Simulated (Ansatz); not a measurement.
**C₂H₉FGe₂ (SMILES [CH3][GeH2][CH2][GeH2][F]): density, localisation and related maps**

```csv
atom,x (Å),y (Å),z (Å)
C,-1.3949,1.2733,1.0814
Ge,0.4469,0.5988,1.1294
C,0.6282,-1.0447,0.0486
Ge,0.4860,-0.8751,-1.8814
F,0.5687,-2.4763,-2.5459
H,-2.0892,0.5192,1.4570
H,-1.4898,2.1645,1.7035
H,-1.6915,1.5349,0.0641
H,1.4085,1.6734,0.5877
H,0.8489,0.2743,2.5775
H,-0.1304,-1.7587,0.3807
H,1.6009,-1.4925,0.2682
H,1.6557,-0.1084,-2.5003
H,-0.8609,-0.3119,-2.3417
```

These are results of RHF/def2-SVP in Ansatz, not measurements.

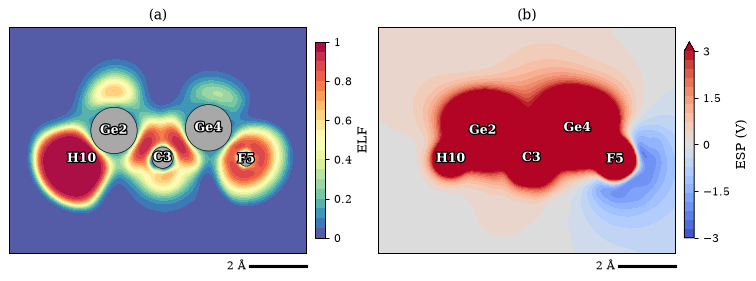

Figure 1. (a) electron localisation function; (b) molecular electrostatic potential on the plane of atoms C3, Ge4 and F5. Grey discs cover the atomic cores in the ELF map.

Question: Read the bonding off the picture.

Answer: Atoms in the plane: Ge, C, F and H.
Ge–F (1.74 Å): the ELF peaks at about 0.85 in the valence shell of F, 0.5 Å from its nucleus, and is about 0.20 at the midpoint.
C–Ge (1.94 Å): the ELF peaks at about 0.95 between the atoms; a shared electron pair.
Ge–H (1.54 Å): the ELF climbs to about 1 towards the hydrogen.
The ELF also peaks beside F5, away from the bonds: lone-pair regions.
Outside the dense part of the molecule the potential is most negative (−2.2 V) near F5.

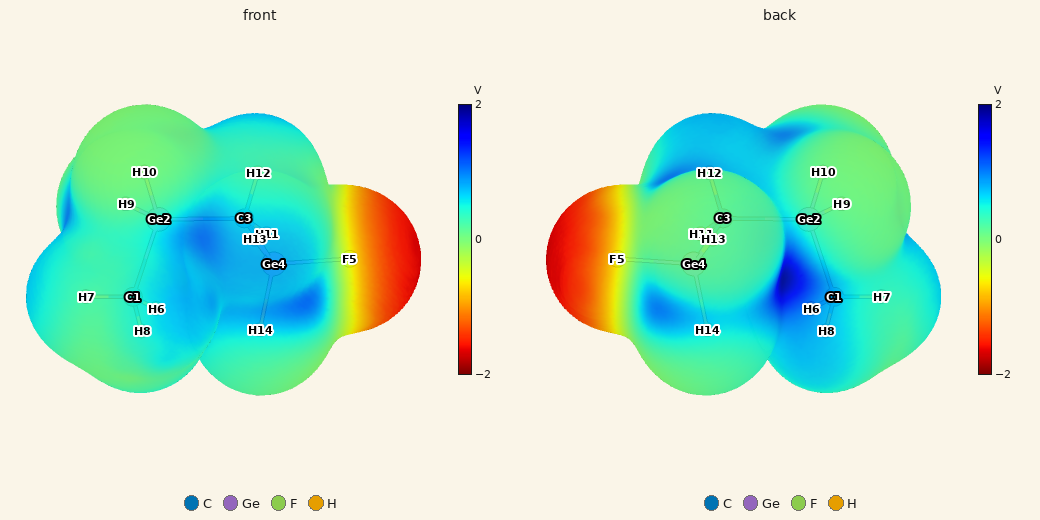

Figure 2. The electrostatic potential painted on the density surface at 0.001 e/bohr³, seen from the front and from behind; the colour scale runs from red (negative) to blue (positive).

Question: Describe the electrostatic potential map.

Answer: The most negative region (about −1.7 V, or −39 kcal/mol for a unit charge) lies over F5, the most positive (about +1.7 V, or +39 kcal/mol for a unit charge) over Ge2 and Ge4.

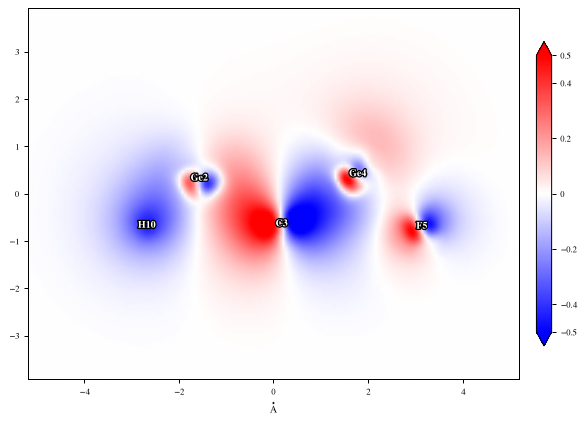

Figure 3. The HOMO on the plane of atoms C3, Ge4 and F5 (values in Å⁻³ᐟ²; the overall sign is arbitrary).

Question: Describe this orbital and give its energy.

Answer: Its weight (Hirshfeld) is mainly on C3 (about 35 %), Ge2 (about 20 %), Ge4 (about 15 %) and H10 (about 10 %). Its energy is −11.68 eV.
